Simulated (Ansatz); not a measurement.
**B2H (doublet): inputs that go wrong at a displaced geometry (v1)**

4 inputs are run for B2H (doublet) as typed; the log has to tell whether the result can be used and what must change.

Program: Ansatz 0.2.0, Gaussian basis. Level of theory: the settings change from run to run. These are calculated values, not measurements.

17 further runs of the same task are left out: 1 for a mislabelled method, 5 that didn't finish, 11 set aside as unsound or not needed.

**1. The geometry**

The geometry is a PBE0/def2-TZVP stationary point (not a proven minimum) with its atoms shifted at random (size 0.040 Å).

3 atoms, charge 0, spin multiplicity 2.

Atoms are counted from 1 here; the program's logs count them from 0.

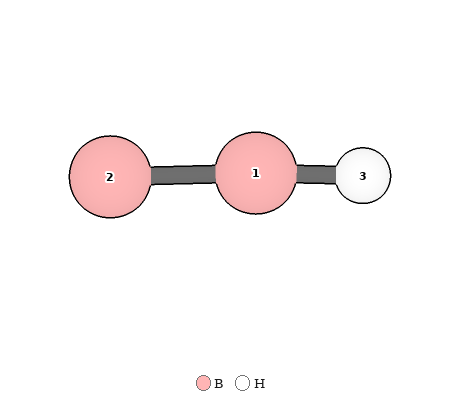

The geometry (boron pink, hydrogen white); atoms are numbered from 1 in the order of the file.

**2. Try 1**

Input file in.yaml:

```yaml
crystal:
  periodic: [false, false, false]
  atoms:
    - {symbol: B, position_ang: [-0.015433, -0.009008, 0.136729]}
    - {symbol: B, position_ang: [-0.016266, -0.025151, -1.397136]}
    - {symbol: H, position_ang: [0.031698, 0.034159, 1.260407]}
basis:
  gaussian: {orbitals: 6-31G, fitting: {mean_field: def2-universal-jkfit}}
magnetization: {spin_polarized: false, initial_magnetization: 1}
correlation: {method: sc_nevpt2, electrons: outside_noble_gas, active_space: {window: {electrons: 1, orbitals: 2}, states: [{multiplicity: 2, weights: [0.5, 1, 1]}]}}
```

The run is started by

```console
ansatz run in.yaml --threads 1 --pin off --events-out ev --progress --plain --max-ram 2393MiB
```

Output:

```text
Functional definition: HF
  name "HF"
  cite "Fock, Z. Phys. 61, 126 (1930) doi:10.1007/BF01340294"
  parent pbe
  exchange = exact_x
  correlation = 0
168 factors; integrals over basis functions are off by at most 2.7e-2 eV
mean field evaluation 1: about -1351.3513 eV, gradient 1.1e1 eV
mean field evaluation 2: about -1352.0344 eV, gradient 3.6e0 eV
mean field evaluation 4: about -1352.1502 eV, gradient 4.2e-1 eV
mean field evaluation 8: about -1343.8869 eV, gradient 3.3e1 eV
mean field evaluation 16: about -1347.2793 eV, gradient 7.5e0 eV
mean field evaluation 32: about -1350.5102 eV, gradient 1.8e1 eV
mean field evaluation 64: about -1350.3897 eV, gradient 4.6e0 eV
mean field evaluation 96: about -1352.5545 eV, gradient 8.2e-4 eV
mean field evaluation 128: about -1352.1411 eV, gradient 7.3e-1 eV
mean field -1352.55459676 eV, -49.7054646366 hartree, gradient 4.6e-6 eV, S^2 0.750000; 14 other end points of the search recorded, 0 dependent functions left out
reference -1352.55459676 eV, -49.7054646366 hartree; 6, 5 occupied and 14, 15 virtual orbitals, 168 factors
Error: 3 states are sought, and the space of determinants holds 2 states of this symmetry and spin
```

Run time: 0.3 s. Hardware: 1 thread of Arm Neoverse V2, shared host.

**Diagnosis.** The run stopped with an error. It says: «3 states are sought, and the space of determinants holds 2 states of this symmetry and spin». Cure: ask for fewer states or enlarge the space.

**3. Try 2**

Input file in.yaml:

```yaml
crystal:
  periodic: [false, false, false]
  atoms:
    - {symbol: B, position_ang: [-0.015433, -0.009008, 0.136729]}
    - {symbol: B, position_ang: [-0.016266, -0.025151, -1.397136]}
    - {symbol: H, position_ang: [0.031698, 0.034159, 1.260407]}
basis:
  gaussian: {orbitals: 6-31G}
magnetization: {spin_polarized: false, initial_magnetization: 1}
hamiltonian: {xc: pbe0}
correlation: {active_space: {window: {electrons: 3, orbitals: 3}}}
scf: {lower_state_search: off}
```

Same command.

Output:

```text
Error: invalid value for `correlation.active_space`: it starts from restricted Hartree–Fock orbitals; set hamiltonian.xc: hf without magnetization.spin_polarized
```

Run time: 0.03 s. Hardware: 1 thread of Arm Neoverse V2, shared host.

What is wrong: The run was refused. An active space is asked on a functional's orbitals. Cure: start from Hartree-Fock.

**4. Try 3**

Input file in.yaml:

```yaml
crystal:
  periodic: [false, false, false]
  atoms:
    - {symbol: B, position_ang: [-0.015433, -0.009008, 0.136729]}
    - {symbol: B, position_ang: [-0.016266, -0.025151, -1.397136]}
    - {symbol: H, position_ang: [0.031698, 0.034159, 1.260407]}
basis:
  gaussian: {orbitals: 6-31G}
magnetization: {spin_polarized: false, initial_magnetization: 1}
hamiltonian: {xc: r2scan}
correlation: {method: sc_nevpt2, electrons: outside_noble_gas, active_space: {window: {electrons: 3, orbitals: 3}}}
```

Same command.

Output:

```text
Error: invalid value for `correlation.active_space`: it starts from restricted Hartree–Fock orbitals; set hamiltonian.xc: hf without magnetization.spin_polarized
```

Wall time 0.03 s (1 thread of Arm Neoverse V2, shared host).

**Diagnosis.** The run was refused. An active space is asked on a functional's orbitals. To mend it, start from Hartree-Fock.

**5. Try 4**

Input file in.yaml:

```yaml
crystal:
  periodic: [false, false, false]
  atoms:
    - {symbol: B, position_ang: [-0.015433, -0.009008, 0.136729]}
    - {symbol: B, position_ang: [-0.016266, -0.025151, -1.397136]}
    - {symbol: H, position_ang: [0.031698, 0.034159, 1.260407]}
basis:
  gaussian: {orbitals: 6-31G}
magnetization: {spin_polarized: true, initial_magnetization: 9}
correlation: {method: ccsdt_q_b, electrons: all, diis_vectors: 12}
scf: {lower_state_search: off}
```

Same command.

Output, cut to the lines that bear on the results:

```text
Functional definition: HF
  name "HF"
  cite "Fock, Z. Phys. 61, 126 (1930) doi:10.1007/BF01340294"
  parent pbe
[...]
440 factors; integrals over basis functions are off by at most 8.2e-8 eV
[...]
a density is far from that of the atoms, so the factors are made again for it
457 factors; integrals over basis functions are off by at most 2.2e-8 eV
[...]
mean field -1144.48915740 eV, -42.0592007718 hartree, gradient 5.0e-6 eV, S^2 24.750004; 1 other end points of the search recorded, 0 dependent functions left out
reference -1144.48915740 eV, -42.0592007718 hartree; 10, 1 occupied and 10, 19 virtual orbitals, 457 factors
second order -0.30707402 eV of doubles, -0.00000000 eV of singles
cycle   1  -0.38679602 eV  change   -8.0e-2 eV  update   2.2e-2
[...]
cycle  14  -0.42570753 eV  change   -2.5e-7 eV  update   9.7e-7
perturbative correction -0.00000296 eV, -0.0000001087 hartree
Total energy: -1144.91486789 eV, -42.0748453436 hartree
Checks for a lower state left out: stability, starts, cluster_reference, orbital_swaps, neighbouring_geometries, increment
```

Wall time 1.8 s (1 thread of Arm Neoverse V2, shared host).

**Diagnosis.** The run converged, which proves nothing about the input. Far too many unpaired electrons are asked for. Its energy belongs to the state of multiplicity 10, not to the doublet that was meant. To mend it, set initial_magnetization to that of the wanted state.

**6. How the runs ended**

| try | level | ended | cause | time |
| --- | --- | --- | --- | --- |
| 1 | NEVPT2(1,2)/6-31G | stopped by an error | 3 states are sought, and the space of determinants holds 2 states of this symmetry and spin | 0.3 s |
| 2 | CASSCF(3,3)/6-31G | refused | an active space is asked on a functional's orbitals | 0.03 s |
| 3 | NEVPT2(3,3)/6-31G | refused | an active space is asked on a functional's orbitals | 0.03 s |
| 4 | CCSDT(Q)/B on UHF/6-31G | converged | far too many unpaired electrons are asked for | 1.8 s |

1 stopped by an error, 2 refused, 1 converged. The input that converges on a wrong geometry or spin is the dangerous one: no error points at it, so geometry and ⟨S²⟩ have to be checked.
